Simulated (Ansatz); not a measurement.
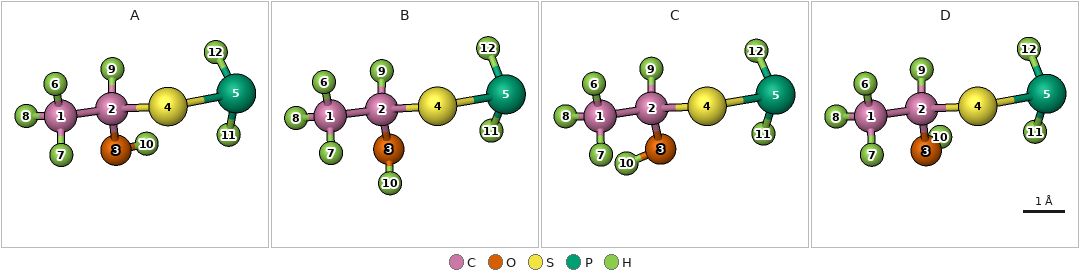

4 geometries from a converged minimum-energy path of C$_{2}$H$_{7}$OPS, shuffled. The picture is a ball-and-stick view, seen at a tilt.

The calculation used Ansatz 0.2.0, RKS PBE0/def2-SVP. Run with 5 movable images; climbing image; force threshold 0.05 eV/Å; iteration limit 60; starting path through a guess of the saddle point.

Q: Which frame is the top of the path?

A: C. In order along the path, whose images run from 0 to 6: B (image 0, 0.000 eV), C (image 2, +0.189 eV), D (image 5, +0.122 eV), A (image 6, +0.080 eV). The motion is a rotation about the C2–O3 bond by about 235°. No bond forms or breaks between the ends. Bond angles that change up to the highest image, for instance: O3–C2–H9 106.1° → 110.4°, O3–C2–S4 112.7° → 109.7°.
